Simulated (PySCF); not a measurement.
# C$_{3}$H$_{11}$N$_{2}$PSi$_{2}$: what the fields show

```csv
atom,x (Å),y (Å),z (Å)
C,3.4995,1.2061,-0.5550
C,2.2399,0.5134,-0.3966
C,1.1925,-0.0737,-0.2829
Si,-0.4582,-0.8691,0.0192
N,-0.3037,-2.4668,-0.6366
P,-0.7096,-1.2847,2.2404
Si,-2.1830,0.4521,-0.8023
N,-2.6501,1.4881,0.4915
H,3.8819,1.5095,0.4198
H,4.2288,0.5521,-1.0327
H,3.3594,2.0931,-1.1728
H,-0.8217,-3.2206,-0.2158
H,-0.2586,-2.5897,-1.6342
H,0.6093,-1.6375,2.4384
H,-0.4661,0.0277,2.5974
H,-1.7825,1.3622,-1.8792
H,-3.2911,-0.3530,-1.3651
H,-2.7485,1.1016,1.4173
H,-3.3480,2.1985,0.3417
```

Geometry: GFN2-xTB.

Theory: PBE0/pcSseg-1, SCF density, gas phase, non-relativistic (PySCF).

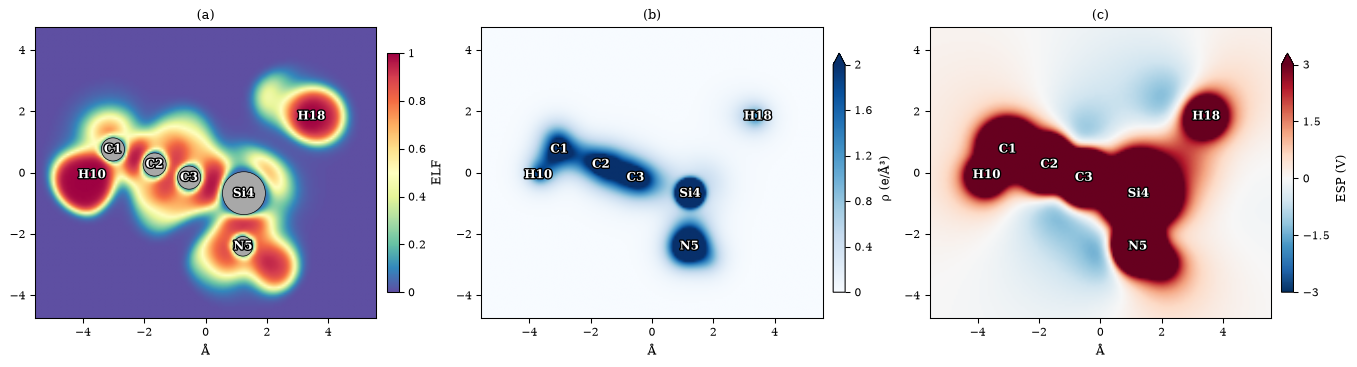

Figure 1. (a) ELF; (b) total electron density; (c) molecular electrostatic potential on the plane of atoms C3, Si4 and N5. Grey discs cover the atomic cores in the ELF map.

> What do the fields say about this system?

The section cuts through C, Si, N and H sites. C–C (1.21 Å): the density is about 2.7 e/Å³ at the midpoint; the ELF peaks at about 0.85 between the atoms (a multiple bond). Si–N (1.73 Å): the density is about 1.1 e/Å³ at the midpoint; the ELF peaks at about 0.90 between the atoms: a polar covalent bond. C–Si (1.86 Å): ρ is about 0.91 e/Å³ halfway; the ELF peaks at about 0.95 between the atoms, as expected for a covalent bond. C–H (1.09 Å): the density is about 2 e/Å³ at the midpoint; the ELF climbs to about 1 towards the hydrogen, as it does in any bond to H: a covalent bond by its length. Outside the dense part of the molecule the potential is most negative (−1.4 V) near N5.

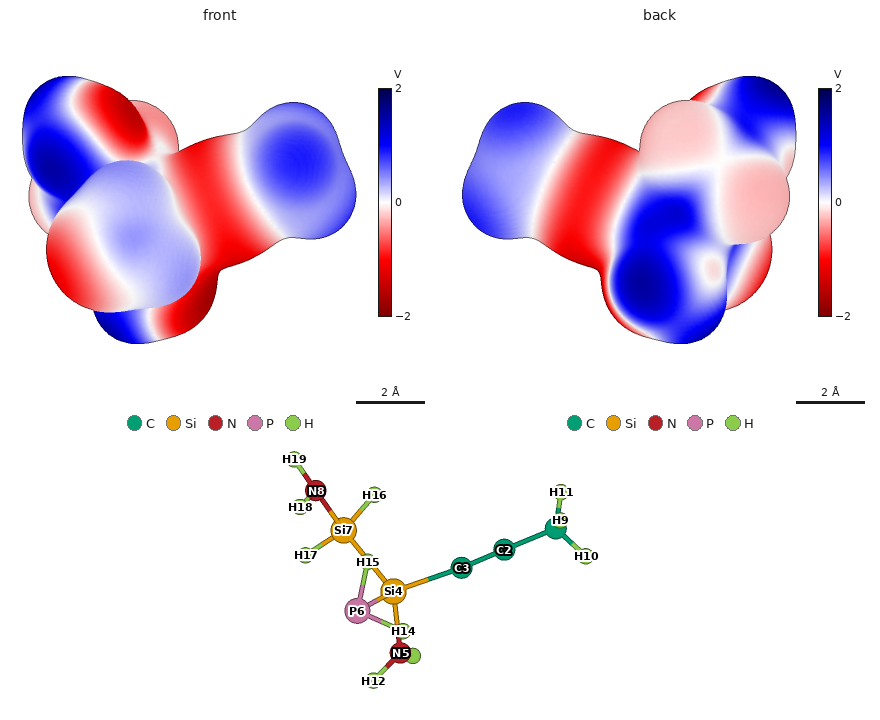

Figure 2. The electrostatic potential painted on the density surface at 0.002 e/bohr³, seen from the front and from behind; red is negative and blue positive. The bare structure is drawn below in the same view.

> Where is the surface potential most negative and most positive?

The most negative region (about −1.6 V, or −37 kcal/mol for a unit charge) lies over N5, the most positive (about +1.5 V, or +35 kcal/mol for a unit charge) over H12, H13, H18 and H19. N5 is the likeliest acceptor of a hydrogen bond.
